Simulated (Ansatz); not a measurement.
Sr₉Ti₇O₂₄: several calculations on one system

### Relaxation

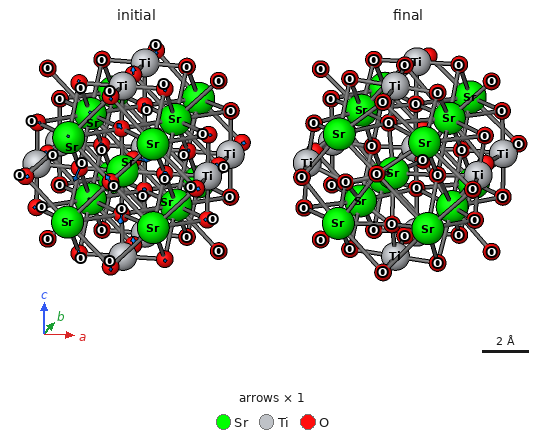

The structure of a defect cell of composition Sr$_{9}$Ti$_{7}$O$_{24}$ (cell charge +1) before (left) and after (right) a relaxation, at one scale. The blue arrows give the displacements, at their true length.

The picture is a ball-and-stick view of the atoms within 5.8 Å of the atom that moves most (axes of the cell of the calculation (origin shifted)), seen slightly off an axis.

The atoms of the start lie slightly off their symmetric places, so part of the fall in energy undoes that.

All numbers below come from DFT, PBEsol, PAW, plane waves (Ansatz 0.2.0). (plane-wave cutoff 420 eV; k-point mesh 1 × 1 × 1; mesh shifted by (0.25, 0.25, 0.25); collinear spin; atoms relaxed in a fixed cell; force threshold 0.03 eV/Å; at most 80 steps)

> Describe what moved and what it gained.

The largest moves, 0.79 Å, are those of O atoms. By element the largest moves are O 0.79 Å, Sr 0.23 Å, Ti 0.15 Å. The cell doesn't change. Among the contacts that change: O–Sr 2.742 → 3.567 Å, O–Sr 2.715 → 3.458 Å, O–Sr 2.764 → 3.501 Å, O–Sr 2.761 → 3.452 Å. Bonds break, among them: O–Sr (2.74 → 3.57 Å). Bond angles that change, for instance: Sr–O–Ti 176.9° → 130.9°, Sr–O–Ti 178.7° → 134.2°, Sr–O–Ti 178.2° → 141.0°. After 16 geometry steps the energy has fallen by 4.803 eV per cell of the calculation. Largest force component: 5.1 eV/Å at the start, 0.017 eV/Å at the end.

Limits of the set-up: the periodic images lie only 7.8 Å apart, so the values are limited by the cell's size; the cell is charged, on a uniform background, and energies carry no finite-size correction.

### Relaxation

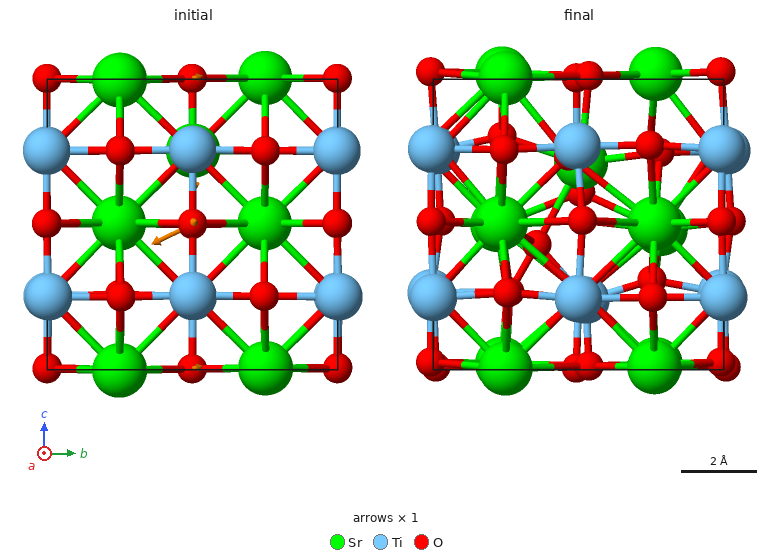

The structure of a defect cell of composition Sr₉Ti₇O₂₄ (cell charge +3) before (left) and after (right) a relaxation, at one scale. The orange arrows give the displacements, at their true length.

The picture is a ball-and-stick view of the cell of the calculation (origin shifted), seen along the a axis.

The atoms of the start lie slightly off their symmetric places, so part of the fall in energy undoes that.

Theory: DFT, PBEsol, PAW, plane waves (Ansatz 0.2.0). (plane-wave cutoff 420 eV; k-point mesh 1 × 1 × 1; mesh shifted by (0.25, 0.25, 0.25); collinear spin; atoms relaxed in a fixed cell; force threshold 0.03 eV/Å; at most 80 steps)

### Summarise the run.

After 22 geometry steps the energy has fallen by 6.539 eV per cell of the calculation. Largest force component: 5.2 eV/Å at the start, 0.021 eV/Å at the end. The atom that moves furthest is an O atom (1.23 Å along [0 −2 −1]). By element the largest moves are O 1.23 Å, Sr 0.39 Å, Ti 0.22 Å. The lattice vectors keep their values. Near-neighbour distances that change, for instance: O–O 2.766 → 1.452 Å, O–O 2.705 → 1.463 Å, O–Sr 2.742 → 3.938 Å, O–Sr 2.715 → 3.842 Å. Bonds break, among them: O–Sr (2.71 → 3.84 Å), O–Sr (2.74 → 3.94 Å), O–Sr (2.76 → 3.82 Å), O–Sr (2.77 → 3.78 Å). Among the angles between lasting bonds that change: Sr–O–Ti 176.9° → 110.1°, Sr–O–Ti 178.2° → 122.4°, O–Ti–O 177.9° → 133.3°. The program noted that the starting moments weren't kept.

Limits of the set-up: the periodic images lie only 7.8 Å apart, so the values are limited by the cell's size; the cell is charged, on a uniform background, and energies carry no finite-size correction.

### Defect

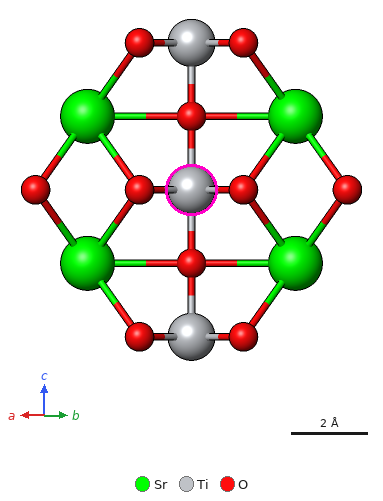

Perfect SrTiO₃. A ball-and-stick model of the atoms within 4.6 Å of one point, in a slice 4.2 Å thick across the line of sight, seen along [110].

Computed with DFT, PBEsol, PAW, plane waves (Ansatz 0.2.0). (plane-wave cutoff 420 eV; k-point mesh 1 × 1 × 1; mesh shifted by (0.25, 0.25, 0.25); collinear spin) Fermi-Dirac smearing of 0.01 eV. A uniform background neutralises the charged cell. The axes drawn are those of the host's conventional cell.

A titanium atom is replaced by strontium at the ringed place, in charge state +1. The supercell has 40 sites, and the atoms are relaxed at the host's cell.

Question: How do the neighbours respond?

Answer: In the host the Ti atom has 6 O at 1.95 Å; the Sr atom ends with 6 O at 2.25 to 2.29 Å. Of the host's atoms, an oxygen atom moves furthest from its site, by 0.81 Å. The Sr atom itself moves 0.20 Å from where it was put. The cell's net moment is 3.00 μB.

The relaxed defect, seen from the same direction:

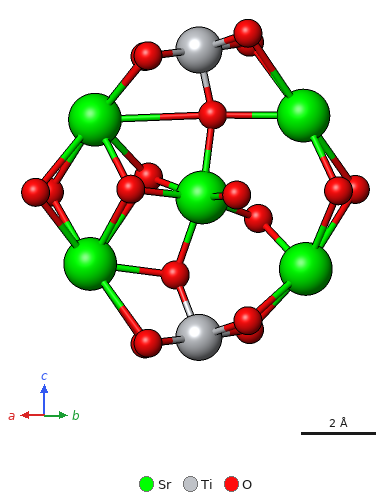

Limits of the set-up: the periodic images lie only 7.8 Å apart, so the values are limited by the cell's size; the cell is charged, on a uniform background, and energies carry no finite-size correction.

### Defect

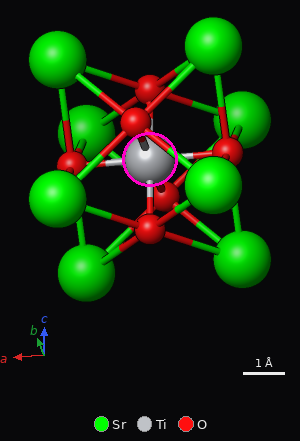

Perfect SrTiO₃. A ball-and-stick model of the atoms within 3.8 Å of one point, seen from a free direction.

Method: DFT, PBEsol, PAW, plane waves (Ansatz). (plane-wave cutoff 420 eV; k-point mesh 1 × 1 × 1; mesh shifted by (0.25, 0.25, 0.25); collinear spin) Fermi-Dirac smearing of 0.01 eV. A uniform background neutralises the charged cell. The axes drawn are those of the host's conventional cell.

A titanium atom is replaced by strontium at the ringed place, in charge state +3. The supercell has 40 sites, and the atoms are relaxed at the host's cell.

**Predict the relaxed surroundings of the defect.**

In the host the Ti atom has 6 O at 1.95 Å; the Sr atom ends with 6 O at 2.23 to 2.51 Å. Of the host's atoms, an oxygen atom moves furthest from its site, by 1.29 Å. The Sr atom itself moves 0.42 Å from where it was put. The cell's net moment is 1.00 μB.

The relaxed defect, seen from the same direction:

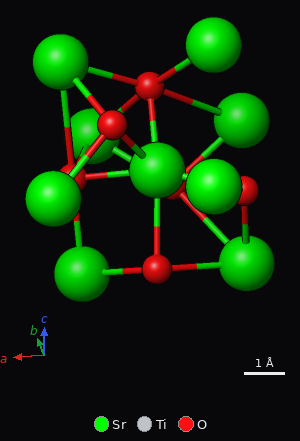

Limits of the set-up: the periodic images lie only 7.8 Å apart, so the values are limited by the cell's size; the cell is charged, on a uniform background, and energies carry no finite-size correction.
